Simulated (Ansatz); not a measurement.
# Te2Mo: optical spectrum from first principles, part 2 of 2

Aim: the dielectric function of Te2Mo, and the optical constants that follow from it.

Ansatz 0.2.0; DFT, PBE, plane-wave PAW, default files, scalar-relativistic, independent-particle optical response without local fields.

So far. Step 2 (Ground state and bands): There is a gap, 0.78 eV on the path, so no carriers' term is needed. The cell is left with a pressure of 2.9 GPa and forces up to 0.17 eV/Å, as it stands unrelaxed at this level.

## 3. Spectrum

The spectrum is a sum over vertical transitions between filled and empty bands at the fixed density, so many empty bands are needed.

This step: DFT, PBE, plane-wave PAW, default files, scalar-relativistic, independent-particle optical response without local fields (Ansatz 0.2.0).

File input.yaml:

```yaml
crystal:
  lattice:
    - [3.5182, 0.0, 0.0]
    - [-1.7591, 3.0468505756, 0.0]
    - [0.0, 0.0, 13.9736]
  atoms:
    - { symbol: Te, position: [0.6666666667, 0.3333333333, 0.379] }
    - { symbol: Te, position: [0.3333333333, 0.6666666667, 0.879] }
    - { symbol: Te, position: [0.6666666667, 0.3333333333, 0.121] }
    - { symbol: Te, position: [0.3333333333, 0.6666666667, 0.621] }
    - { symbol: Mo, position: [0.6666666667, 0.3333333333, 0.75] }
    - { symbol: Mo, position: [0.3333333333, 0.6666666667, 0.25] }
kpoints:
  mp_grid: { grid: [7, 7, 2] }
scf:
  occupations: { method: fixed }
hamiltonian:
  xc: pbe
  pseudopotentials: { kind: paw }
output:
  optics:
    e_range: [0, 20]
    de: 0.05
    sigma: 0.1
    nscf_kmesh: { grid: [9, 9, 2] }
    bands: { spectra_wanted_up_to: 20 }
```

Command:

```
ansatz run input.yaml --threads 4 --pin off --max-ram 8192MiB --backend cpu --events-out ev --progress --plain --runs-dir out
```

Numbers of over 12 decimals in the logs are rounded to 6 here.

The program printed:

```text
[...]
Crystal: 6 atoms, lattice volume = 149.789 Å³
Basis set: ecut = 420 eV, 2909 PW (Γ)
Bands: 56, of which v1, the nominal top of the filled ones, is band 46 counted from 1 (45 counted from 0)
Symmetry: 24 space group operations
[...]
k-points: 16 of 98
[...]
SCF iter   1: F=—  HF=-37833.381092 eV  |F-HF|=—  |Δ(HF+E_count)|=         —  Δρ=4.19e-3  dr2=8.97e-3  ethr=1.77e-3  ⟨swp⟩=5.1  Hψ=2809  notcnv=0  defer=107
[...]
SCF iter  10: F=-37833.393575 eV  HF=-37833.393575 eV  |F-HF|=1.46e-11  |Δ(HF+E_count)|=  1.46e-11  Δρ=7.03e-8  dr2=9.05e-12  ethr=1.00e-12  ⟨swp⟩=10.5  Hψ=3817  notcnv=0
SCF 1 converged in 10 iterations: F = -37833.393575 eV  dr2 = 9.05e-12
[...]
NSCF: frozen V_eff on 24 k-points
[...]
WARN: output.optics: on 18 of the rows wanted, those up to 20.000 eV, the energy-loss function is not bounded in the bands left out, and is left empty along some axis. In full: what the bands over the 125 summed would add to eps1, eps2 and the energy-loss function is held between a lower and an upper bound (14 Lanczos steps). eps1, eps2 and their loss function (loss_summed_bands) are given on every row as the summed  [...]
SCF converged after 10 iterations
Free energy (F): -37833.393575 eV
[...]
Internal energy: -37833.393575 eV  (E = F + TS)
E sigma→0 (E₀):  -37833.393575 eV
Fermi energy:    12.477793 eV
[...]
--- Band table (eV; the first three rows and the last of 16) ---
  k-point 0: bands = [... 42 lower, 11.4634, 11.4634, 12.1536, 12.4778, 15.3792, 15.3792, 15.5121, 15.5121, ... 6 higher]
  k-point 1: bands = [... 42 lower, 11.4458, 11.4458, 12.3964, 12.3964, 15.4169, 15.4169, 15.4169, 15.4169, ... 6 higher]
  k-point 2: bands = [... 42 lower, 11.3334, 11.4845, 12.1565, 12.3032, 14.5369, 14.6824, 14.7366, 14.7977, ... 6 higher]
  k-point 15: bands = [... 42 lower, 10.5890, 10.5890, 12.1301, 12.1301, 13.6137, 13.6137, 14.1571, 14.1571, ... 6 higher]
```

It took 80 s on 4 threads of Intel Xeon 6975P-C (Granite Rapids), shared host; peak memory 2 GiB; 5.1 min of CPU time.

Read-outs, printed or worked out from the files:

| Quantity | Value |
| --- | --- |
| electronic dielectric constant ε∞, mean over x, y and z (by symmetry where fewer were run) | 18.73 |
| absorption onset, first axis (α over 10⁴ cm⁻¹, or the direct gap if that lies higher) | 1.041 eV |
| main peak of Im epsilon, first axis | 2.563 eV |
| photocurrent from vertical transitions in a film 500 nm thick on a perfect mirror (two passes), AM1.5G, no front reflection, all carriers collected | 45.81 mA/cm² |
| least direct gap on the mesh | 1.041 eV |
| bands summed | 125 |
| spectra valid up to | 28.20 eV |
| program's estimate of the k-sum error in Im epsilon | 0.07 % |
| electrons in the f-sum | 66.54 |

The Im ε has structure finer than the step of the table below, so its rows give means over 1 eV, whole bins alone (the curve runs from 0 to 19.1 eV). Peaks (eV: height): E ∥ x or y 1.8: 24.3, 2.5: 25.6, 3.3: 22.6, 8.5: 7.27; E ∥ z 2.0: 12.4, 4.0: 28.3, 4.7: 18.8, 6.3: 12.0.

Table of Im ε by photon energy; means over each step:

| photon energy (eV) | E ∥ x or y | E ∥ z |
| --- | --- | --- |
| 1 | 4.48 | 0.374 |
| 2 | 19.8 | 8.47 |
| 3 | 21.8 | 10.4 |
| 4 | 17.1 | 19.8 |
| 5 | 11.1 | 11.8 |
| 6 | 3.86 | 9.37 |
| 7 | 3.03 | 8.79 |
| 8 | 6.13 | 6.46 |
| 9 | 5.67 | 6.12 |
| 10 | 3.21 | 2.73 |
| 11 | 2.31 | 1.95 |
| 12 | 1.94 | 2.18 |
| 13 | 1.46 | 1.38 |
| 14 | 1.06 | 0.785 |
| 15 | 0.821 | 0.621 |
| 16 | 0.564 | 0.484 |
| 17 | 0.437 | 0.433 |
| 18 | 0.356 | 0.322 |

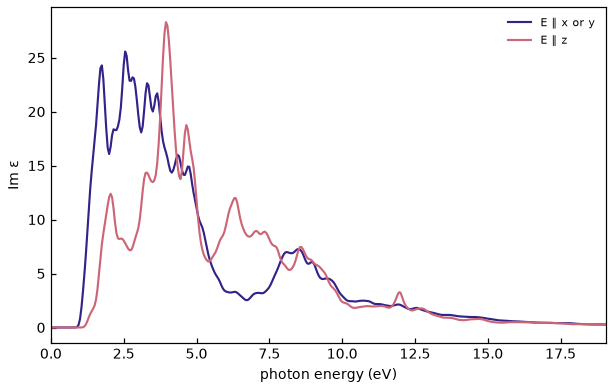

Im ε against photon energy.

Table of Re ε by photon energy:

| photon energy (eV) | E ∥ x or y | E ∥ z |
| --- | --- | --- |
| 0 | 21.0 | 14.2 |
| 1 | 28.5 | 16.0 |
| 2 | 16.8 | 17.2 |
| 3 | 4.98 | 17.2 |
| 4 | -2.22 | 5.70 |
| 5 | -6.94 | -6.04 |
| 6 | -3.41 | 3.17 |
| 7 | 0.319 | -0.899 |
| 8 | 1.49 | -2.81 |
| 9 | -2.46 | -3.54 |
| 10 | -2.92 | -3.74 |
| 11 | -1.81 | -1.86 |
| 12 | -1.51 | -1.99 |
| 13 | -1.38 | -1.97 |
| 14 | -1.01 | -1.27 |
| 15 | -0.845 | -0.986 |
| 16 | -0.546 | -0.521 |
| 17 | -0.311 | -0.322 |
| 18 | -0.170 | -0.182 |
| 19 | 0.0199 | -0.0480 |

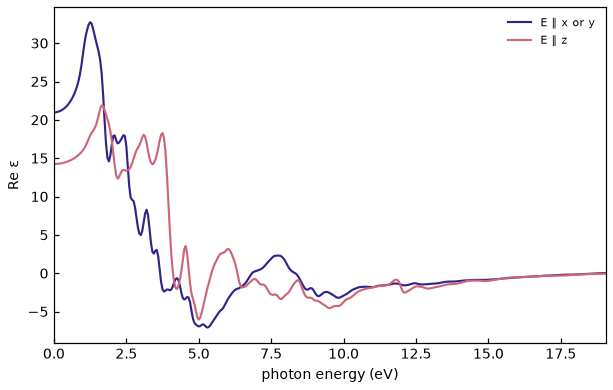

Re ε against photon energy.

The reflectivity at normal incidence has structure finer than the step of the table below, so its rows give means over 1 eV, whole bins alone (the curve runs from 0 to 19.1 eV). Peaks (eV: height): E ∥ x or y 1.7: 52.8, 3.8: 55.4, 5.4: 63.3, 9.9: 53.5, 15.3: 47.3; E ∥ z 4.1: 56.8, 5.0: 57.9, 7.8: 49.4, 9.9: 65.0, 12.2: 55.4, 14.0: 60.2, 15.2: 59.0.

Table of reflectivity at normal incidence by photon energy; means over each step:

| photon energy (eV) | E ∥ x or y (%) | E ∥ z (%) |
| --- | --- | --- |
| 1 | 46.9 | 36.5 |
| 2 | 49.5 | 40.8 |
| 3 | 51.2 | 40.8 |
| 4 | 52.7 | 50.9 |
| 5 | 59.0 | 49.6 |
| 6 | 53.5 | 37.8 |
| 7 | 24.8 | 44.1 |
| 8 | 30.5 | 44.7 |
| 9 | 44.5 | 50.4 |
| 10 | 50.1 | 61.7 |
| 11 | 43.5 | 48.3 |
| 12 | 42.0 | 44.8 |
| 13 | 45.5 | 55.1 |
| 14 | 43.9 | 56.8 |
| 15 | 45.0 | 54.9 |
| 16 | 44.4 | 47.0 |
| 17 | 39.0 | 41.3 |
| 18 | 33.8 | 38.8 |

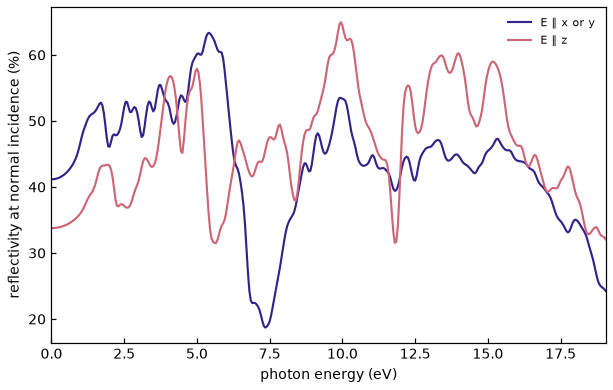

Reflectivity at normal incidence, plotted against photon energy.

Refractive index n and extinction k against photon energy:

| photon energy (eV) | n, E ∥ x or y | k, E ∥ x or y | n, E ∥ z | k, E ∥ z |
| --- | --- | --- | --- | --- |
| 0 | 4.58 | 0 | 3.77 | 0 |
| 2 | 4.48 | 1.79 | 4.38 | 1.38 |
| 4 | 2.61 | 3.01 | 4.14 | 3.38 |
| 6 | 0.827 | 2.02 | 2.55 | 1.83 |
| 8 | 2.06 | 1.65 | 1.36 | 2.16 |
| 10 | 0.782 | 1.88 | 0.588 | 2.02 |
| 12 | 0.733 | 1.43 | 0.951 | 1.70 |
| 14 | 0.468 | 1.11 | 0.305 | 1.17 |
| 16 | 0.348 | 0.817 | 0.316 | 0.788 |
| 18 | 0.335 | 0.531 | 0.296 | 0.520 |

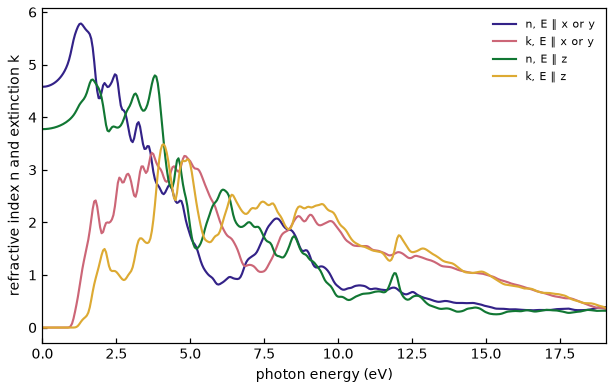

Refractive index n and extinction k, plotted against photon energy.

Values under 1 per cm are given as 1. The absorption coefficient by photon energy:

| photon energy (eV) | E ∥ x or y (1/cm) | E ∥ z (1/cm) |
| --- | --- | --- |
| 0.00 | 1 | 1 |
| 2.00 | 3.6e5 | 2.8e5 |
| 4.00 | 1.2e6 | 1.4e6 |
| 6.00 | 1.2e6 | 1.1e6 |
| 8.00 | 1.3e6 | 1.7e6 |
| 10.00 | 1.9e6 | 2.0e6 |
| 12.00 | 1.7e6 | 2.1e6 |
| 14.00 | 1.6e6 | 1.7e6 |
| 16.00 | 1.3e6 | 1.3e6 |
| 18.00 | 9.7e5 | 9.5e5 |

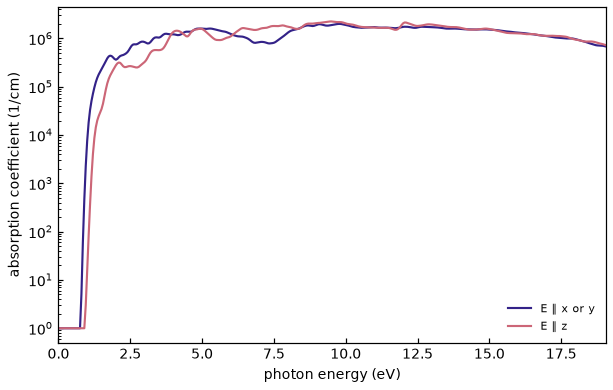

Absorption coefficient, plotted against photon energy.

From ε follow the optical constants at some laser and lamp lines:

| wavelength (nm) | n xy | k xy | R (%) xy | 1/α xy | n z | k z | R (%) z | 1/α z |
| --- | --- | --- | --- | --- | --- | --- | --- | --- |
| 1550 | 4.94 | 0.000 | 44.0 | over 1 mm | 3.91 | 0.000 | 35.1 | over 1 mm |
| 800 | 5.62 | 1.670 | 51.8 | 38 nm | 4.56 | 0.284 | 41.1 | 224 nm |
| 633 | 4.38 | 1.889 | 46.1 | 27 nm | 4.46 | 1.285 | 43.3 | 39 nm |
| 405 | 3.54 | 2.604 | 48.3 | 12 nm | 4.38 | 1.173 | 42.2 | 27 nm |
| 308 | 2.58 | 2.975 | 52.4 | 8.2 nm | 3.98 | 3.426 | 56.5 | 7.2 nm |
| 248 | 1.75 | 3.163 | 60.1 | 6.2 nm | 1.90 | 3.104 | 57.9 | 6.4 nm |
| 193 | 0.95 | 1.666 | 42.3 | 9.2 nm | 2.22 | 2.520 | 46.9 | 6.1 nm |

Rows near the edge hang on the gap, which this functional as a rule makes too small, and phonon-assisted absorption is left out.

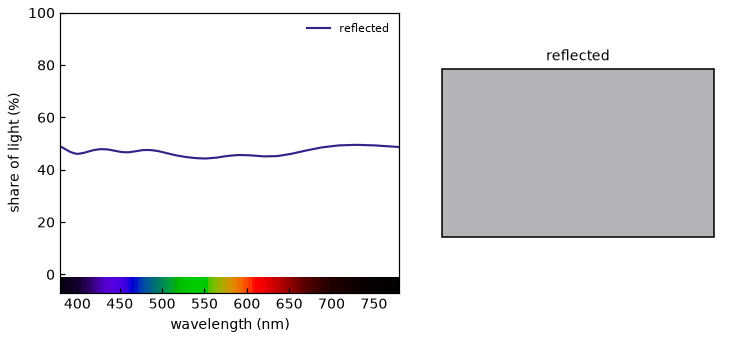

Light reflected across the visible range, with the colour that it makes of daylight (sRGB).

A polished face would reflect 45 % of daylight and look light grey (CIE x = 0.310, y = 0.323 under D65).

The f-sum over the summed bands holds 66.5 of the cell's 92 electrons outside the frozen cores, 56 of which lie in bands more than 12 eV below the Fermi level, whose transitions come at higher energies. Up to 19 eV the strength has a mean oscillator energy of 4.1 eV, well above the main peak, so higher transitions carry much of it.

## 4. Static response with local fields

A static field by perturbation theory: the induced potential is included, and the Born charges come with it.

This step: DFT, PBE, plane-wave PAW, default files, scalar-relativistic, static field response by perturbation theory with local fields (Ansatz 0.2.0).

input.yaml, as its differences from that of step 3:

```diff
@@ -19,8 +19,2 @@
   pseudopotentials: { kind: paw }
-output:
-  optics:
-    e_range: [0, 20]
-    de: 0.05
-    sigma: 0.1
-    nscf_kmesh: { grid: [9, 9, 2] }
-    bands: { spectra_wanted_up_to: 20 }
+dielectric: {}
```

The program printed:

```text
[...]
Crystal: 6 atoms, lattice volume = 149.789 Å³
Basis set: ecut = 420 eV, 2909 PW (Γ), exchange–correlation on 48×48×192 points (8 copies of the dense FFT grid, shifted against one another)
Bands: 56, of which v1, the nominal top of the filled ones, is band 46 counted from 1 (45 counted from 0)
Symmetry: 24 space group operations
k-points: 32 of 98 (irreducible under 2 space group operations, time reversal used)
[...]
SCF iter   1: F=—  HF=-37833.381070 eV  |F-HF|=—  |Δ(HF+E_count)|=         —  Δρ=4.19e-3  dr2=8.96e-3  ethr=1.77e-3  ⟨swp⟩=5.1  Hψ=5615  notcnv=0  defer=218
[...]
SCF iter  10: F=-37833.393588 eV  HF=-37833.393588 eV  |F-HF|=7.28e-12  |Δ(HF+E_count)|=    0.00e0  Δρ=7.06e-8  dr2=9.31e-12  ethr=1.00e-12  ⟨swp⟩=11.1  Hψ=6742  notcnv=0
SCF 1 converged in 10 iterations: F = -37833.393588 eV  dr2 = 9.31e-12
[...]
DFPT response loops at Γ: preconditioner auto → Resta (q_TF=auto, 2.515 Å⁻¹)  ε∞=8.4 (no band partly filled); β = 1.00, the filter's whole step (`scf.mixing.beta` (0.50) is not read by the response loops at its default; to damp them type it under 1.00, their step now; it binds the ground state too); Broyden in place of MSR1
── the response to a field inside a basis, on 14×14×4 k-points: an SCF that follows is theirs, and a resumed run solves both again ──
Bands: 47, of which v1, the nominal top of the filled ones, is band 46 counted from 1 (45 counted from 0)
k-points: 112 of 784 (irreducible under 8 space group operations)
[...]
Eigensolver: Dense (112 Hₖ)
SCF iter   1: F=—  HF=-37833.116434 eV  |F-HF|=—  |Δ(HF+E_count)|=         —  Δρ=3.93e-4  dr2=1.26e-4  ethr=1.00e-1
[...]
SCF iter   6: F=-37833.116491 eV  HF=-37833.116491 eV  |F-HF|=8.81e-9  |Δ(HF+E_count)|=   2.79e-8  Δρ=2.30e-6  dr2=2.85e-8  ethr=5.82e-10
SCF 1 converged in 6 iterations: F = -37833.116491 eV  dr2 = 2.85e-8
[...]
SCF converged after 10 iterations
Free energy (F): -37833.393588 eV
[...]
Internal energy: -37833.393588 eV  (E = F + TS)
E sigma→0 (E₀):  -37833.393588 eV
Fermi energy:    12.477793 eV
[...]
--- Band table (eV; the first three rows and the last of 32) ---
  k-point 0: bands = [... 42 lower, 11.4634, 11.4634, 12.1537, 12.4778, 15.3792, 15.3792, 15.5121, 15.5121, ... 6 higher]
  k-point 1: bands = [... 42 lower, 11.4458, 11.4458, 12.3964, 12.3964, 15.4169, 15.4169, 15.4169, 15.4169, ... 6 higher]
  k-point 2: bands = [... 42 lower, 11.3334, 11.4845, 12.1565, 12.3032, 14.5369, 14.6824, 14.7366, 14.7977, ... 6 higher]
  k-point 31: bands = [... 42 lower, 10.9833, 10.9833, 11.8839, 11.8839, 13.6247, 13.6247, 14.0591, 14.0591, ... 6 higher]
--- Dielectric response (ions clamped): 3 representative field directions + reference, inside a basis on a mesh of 784 k-points (Σ response iterations 15) ---
  ε∞ (high-frequency dielectric tensor):
       20.014209     0.000000     0.000000
        0.000000    20.014209     0.000000
        0.000000     0.000000    10.808935
  Born effective charges Z* (e; rows j = field, columns β = displacement):
    site 0:
         1.61650    0.00000    0.00000
        -0.00000    1.61650   -0.00000
         0.00000   -0.00000    0.85110
    site 1:
         1.61650    0.00000   -0.00000
        -0.00000    1.61650    0.00000
         0.00000    0.00000    0.85110
    site 2:
         1.61650    0.00000   -0.00000
         0.00000    1.61650    0.00000
        -0.00000    0.00000    0.85110
    site 3:
         1.61650    0.00000    0.00000
        -0.00000    1.61650   -0.00000
         0.00000   -0.00000    0.85110
    site 4:
        -3.23300   -0.00000    0.00000
         0.00000   -3.23300    0.00000
        -0.00000    0.00000   -1.70221
    site 5:
        -3.23300    0.00000    0.00000
         0.00000   -3.23300    0.00000
        -0.00000    0.00000   -1.70221
  Z* charge neutrality: 1.331e-2 e pre-enforcement
  solved inside a basis spanned on kpoints, on 14×14×4 k-points, its susceptibility summed on 16×16×4: ε∞ is read to err by 1.0e-1, Z* by 2.1e-2 e (field_mesh: kpoints solves on kpoints); Z* is corrected for what the basis lacks
```

Wall time 51 s (4 threads); peak memory 2 GiB; 3.2 min of CPU time.

Read-outs, printed or worked out from the files:

```
electronic dielectric constant ε∞, mean over x, y and z (by symmetry where fewer were run) : 16.95
```

ε∞ with local fields:

```
20.01  0.00  0.00
 0.00 20.01  0.00
 0.00  0.00 10.81
```

Diagonal elements. Born, by row:

| atom | Z*xx (e) | Z*yy (e) | Z*zz (e) |
| --- | --- | --- | --- |
| Te1 | 1.617 | 1.617 | 0.851 |
| Te2 | 1.617 | 1.617 | 0.851 |
| Te3 | 1.617 | 1.617 | 0.851 |
| Te4 | 1.617 | 1.617 | 0.851 |
| Mo5 | -3.233 | -3.233 | -1.702 |
| Mo6 | -3.233 | -3.233 | -1.702 |

The principal values of the ε∞ with local fields are 10.81, 20.01 and 20.01.

## 5. What came out

```
gap on the path                                                                                                                                     : 0.782 eV
least direct gap on the path                                                                                                                        : 1.04 eV
electronic dielectric constant ε∞, mean over x, y and z (by symmetry where fewer were run) (independent particles)                                  : 18.7
absorption onset, first axis (α over 10⁴ cm⁻¹, or the direct gap if that lies higher)                                                               : 1.04 eV
main peak of Im epsilon, first axis                                                                                                                 : 2.56 eV
photocurrent from vertical transitions in a film 500 nm thick on a perfect mirror (two passes), AM1.5G, no front reflection, all carriers collected : 45.8 mA/cm²
electronic dielectric constant ε∞, mean over x, y and z (by symmetry where fewer were run) (static response with local fields)                      : 16.9
```

What this shows: At this level (PBE, independent particles) Te2Mo has a mean ε∞ = 18.7 (16.9 with local fields) and n = 4.94 at 1550 nm (E ∥ x); absorption sets in near 1.0 eV, and Im ε peaks at 2.6 eV (E ∥ x). The gap is indirect (0.78 eV), so absorption without phonons can begin only at the direct gap of 1.04 eV. Absorption passes 10⁴ cm⁻¹ from the direct gap on, 1.04 eV, in the infrared, so it absorbs across the visible. Distinct maxima of Im ε, read by a parabola through the highest points, lie at 1.73 eV (24), 2.56 eV (26), 3.32 eV (23) and 3.64 eV (22) for E ∥ x or y. The static values by axis are 20.97 (xy), 14.25 (z). The f-sum over the summed bands holds 66.5 of the cell's 92 electrons outside the frozen cores, 56 of which lie in bands more than 12 eV below the Fermi level, whose transitions come at higher energies. Up to 19 eV the strength has a mean oscillator energy of 4.1 eV, well above the main peak, so higher transitions carry much of it. A polished face would reflect 45 % of daylight and look light grey (CIE x = 0.310, y = 0.323 under D65). With local fields and the functional's kernel the static response is 16.9 against 18.7 for independent particles (-10 %). In the base spectrum excitons and phonon-assisted transitions are missing, and so are local fields; PBE gaps are as a rule too small, which pulls the onset down and ε∞ up. In the base run ε includes the program's bounded estimate of what the bands above those summed add. Spin-orbit coupling is left out although heavy atoms are present. Besides steps told in other documents, this task had 1 step that ran out of time; those not told in a step above aren't shown.

Comparison with the measured values:

| quantity | measured | PBE | PBE, no local fields |
| --- | --- | --- | --- |
| band gap (least gap) (eV) | 0.88 | 0.78 (-0.10 eV) | - |
| refractive index (at 1550 nm) | 4.84 | - | 4.94 (+2.0 %) |

Measured values from arxiv:1407.1219 (2014) and pmc:9306003 (2022).

**Verdict.** The band gap is off by -0.10 eV. An optical gap can lie under the band gap by the exciton's binding. Spin-orbit coupling, left out here, can change the gap with such heavy elements. Zero-point and thermal motion shift the measured gap. The refractive index is off by +2.0 %: good agreement. No cell relaxation is part of this session.

[Logs are printed without paths, hosts, clocks, repeated set-up lines and the standing remarks that a program may print on its own settings, such as how far it seeks lower states.]

[Hosts, paths, dates, database ids (printed as entryN), source tags and the programs' standing remarks are cut or masked in the printed files.]
